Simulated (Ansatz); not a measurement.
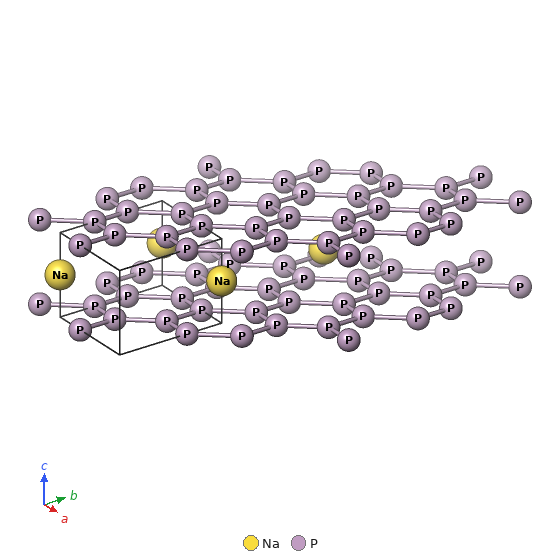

System NaP₆ (space group P6/mmm, No. 191); source of the atomic positions: the geometry relaxed with Ansatz, DFT PBE+D3(BJ), scalar-relativistic, plane waves, PAW; the starting structure was generated, so it need not be a known form of this composition.

Bonds are taken as P–P below 2.6 Å; Na is left out of the net, as the electropositive filling of the structure; no other contact counts. The graph is simplified in the usual way: terminal and isolated atoms are pruned, two-connected atoms become edges.

> What kind of net remains, and which atoms are its nodes?

A uninodal 3-connected, two-periodic (layers) net: P is a 3-connected node.

> Does the net have a name?

It is the hcb net, known from graphene.

> How do the layers lie?

The layers lie parallel to (001).

> How many nodes does the smallest cycle have?

Six.
